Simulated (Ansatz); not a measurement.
CHFSi (SMILES [CH]=[Si-]F) (charge −1, doublet)

| atom | x (Å) | y (Å) | z (Å) |
| --- | --- | --- | --- |
| C | -0.3378 | -0.2425 | 0.6162 |
| F | 1.7667 | 0.9546 | -0.8003 |
| Si | 0.1272 | 0.4212 | -0.9078 |
| H | -1.2174 | -0.7017 | 1.0835 |

Geometry: PBE0-D3(BJ)/def2-SVPD.

Computed with Ansatz 0.2.0, isolated molecule in a Gaussian basis; Kohn-Sham density functional theory, functional PBE0.

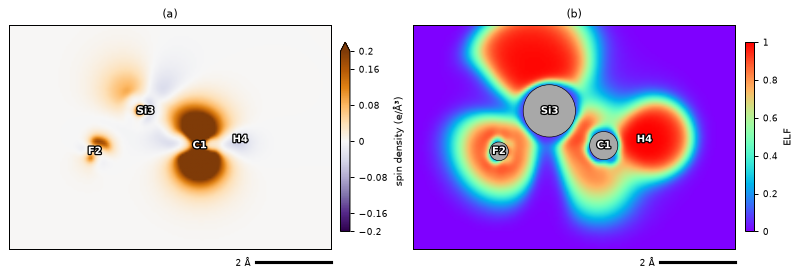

Figure 1. (a) spin density (α minus β); (b) electron localisation function on the molecular plane. Grey discs cover the atomic cores in the ELF map.

Question: Read the bonding off the picture.

Answer: Atoms in the plane: C, F, Si and H. C–Si (1.73 Å): the ELF peaks at about 0.90 between the atoms, as expected for localised, covalent bonding. Si–F (1.73 Å): the ELF peaks at about 0.80 in the valence shell of F, 0.6 Å from its nucleus, and is about 0.55 at the midpoint. C–H (1.10 Å): the ELF climbs to about 1 towards the hydrogen, as it does in any bond to H; a covalent bond by its length. The ELF also peaks beside F2 and Si3, away from the bonds: non-bonding electrons, paired or unpaired. The unpaired spin (1 electron) lies mostly on C1 (about 0.7) and Si3 (about 0.2), in electrons by Hirshfeld's partition.

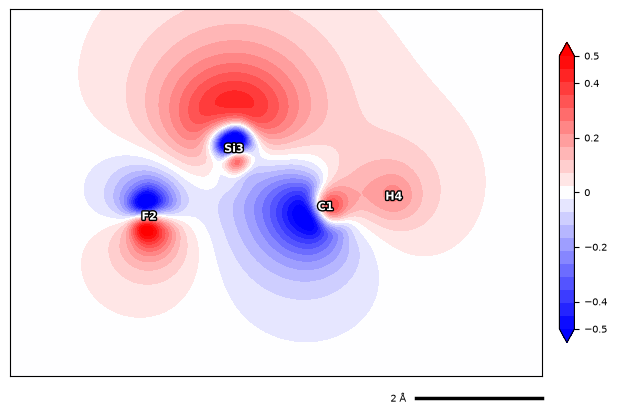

Figure 2. The HOMO−1 (β) on the molecular plane (values in Å⁻³ᐟ²; the overall sign is arbitrary).

Question: Where does this orbital lie, and at what energy?

Answer: Its weight (Hirshfeld) is mainly on Si3 (about 70 %), C1 (about 20 %) and F2 (about 5 %); it is symmetric in the molecular plane (an in-plane orbital: σ, lone-pair or in-plane π type). Its energy is −1.35 eV.
